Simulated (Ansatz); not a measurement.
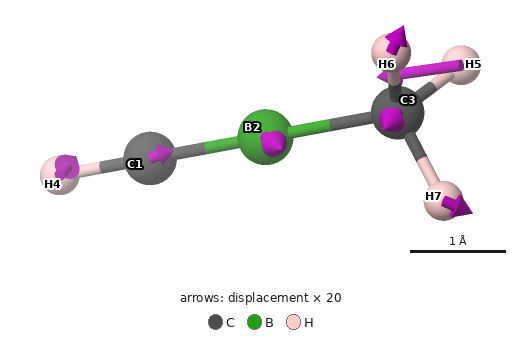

This is a relaxation of C2H4B (multiplicity 2). The starting structure is drawn; purple arrows show the displacements, 20 times their true length. The two geometries are superimposed by the best rigid fit.

A ball-and-stick model, seen at a tilt.

Method: UKS PBE0-D4/def2-TZVP in Ansatz 0.2.0. Settings: force threshold 0.005 eV/Å; at most 200 steps.

Question: Which element moves most?

Answer: Hydrogen: up to 0.051 Å, against 0.026 Å for boron.

Question: What did the optimiser do to the structure, and how much energy did it gain?

Answer: The atom that moves furthest after the best rigid fit is H5 (0.051 Å). Largest moves by element: H 0.051 Å, B 0.026 Å, C 0.021 Å. Among the contacts that change: B2–C3 1.546 → 1.528 Å, C1–H4 1.059 → 1.069 Å, C3–H5 1.090 → 1.096 Å. Among the angles between lasting bonds that change: B2–C3–H5 111.7° → 108.8°. The energy falls by 0.28 kcal/mol in 6 geometry steps. Largest force component: 0.55 eV/Å at the start, 0.0043 eV/Å at the end. The run took 62 s on 2 threads of Arm Neoverse V2 (shared host).
